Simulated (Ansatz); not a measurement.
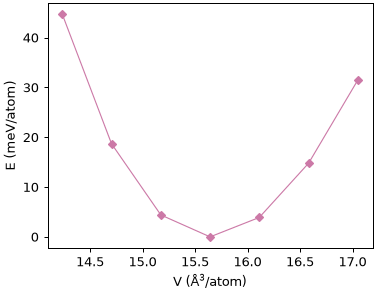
GaP in space group I-4m2 (No. 119; Ga on 2c, P on 2a) under volume change, the program Ansatz at the LDA level (PAW), shape and atoms relaxed at each volume.

Problem. What does a third-order Birch–Murnaghan fit give for V₀, B₀ and B′?

Solution. V₀ = 15.64 Å³/atom, B₀ = 93.9 GPa, B′ = 4.9.

The first step of the workflow began from a Materials Project structure, measured or hypothetical; the Crystallography Open Database copy checked does not list it. It is not the phase usual at ambient conditions (space group No. 216). Symmetry was held in the LDA relaxation; of distortions, only those at the zone centre were tested. Scalar-relativistic: spin–orbit coupling is off unless named, which matters more the heavier the elements.

Potentials: the later of the program's two PAW sets.
